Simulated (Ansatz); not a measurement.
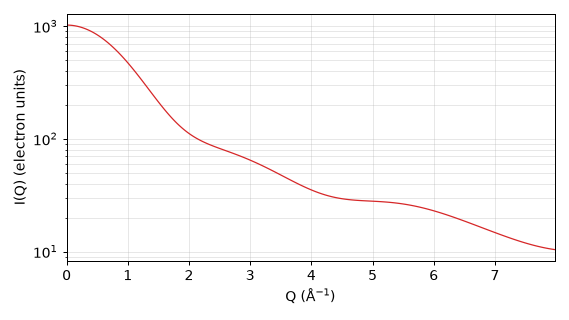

Elastic X-ray scattering of a randomly oriented, rigid molecule, calculated with the Debye equation from neutral-atom form factors (independent atoms, no Compton part, no vibration). The geometry is the end point of an optimisation (RKS PBE0-D4/def2-SVP (Ansatz 0.2.0)); it may be a saddle point or a higher isomer. It contains C, N, F, H.

> How many electrons does the independent-atom model of the molecule hold?

I(0) is the square of the electron number: I(0) = 1020, so about 32 electrons, the count of C2H4FN.

> What radius of gyration does the initial fall-off give?

From I(Q) ≈ I(0) exp(−Q²R²/3) at small Q, R ≈ 1.55 Å. It is larger than the electron-weighted radius of the nuclear positions alone (1.38 Å), because each atom's electron cloud adds to it.
